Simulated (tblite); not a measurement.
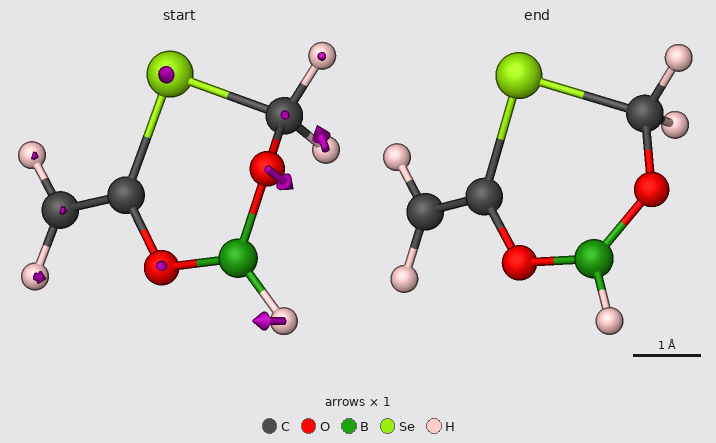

The structure of C3H5BO2Se before (left) and after (right) a relaxation, at one scale. The purple arrows give the displacements, at their true length.

A ball-and-stick model, seen at a tilt.

These are results of GFN2-xTB geometry optimisation, gas phase in tblite 0.8.0, not measurements. 

Describe what moved and what it gained.

Answer. The energy falls by 1.071 eV in 71 geometry steps. The atom that moves furthest after the best rigid fit is an O atom (0.66 Å). Largest moves by element: O 0.66 Å, H 0.62 Å, Se 0.35 Å, C 0.11 Å, B 0.07 Å. Among the contacts that change: B–O 1.502 → 1.353 Å, B–Se 3.257 → 3.133 Å, B–O 1.470 → 1.347 Å, C–O 1.386 → 1.347 Å. Among the angles between lasting bonds that change: B–O–C 109.3° → 123.8°, O–C–Se 122.9° → 116.2°, O–B–O 120.1° → 125.9°. Groups turn about B–O by about 55°, C–O by about 40°, B–O by about 25°.
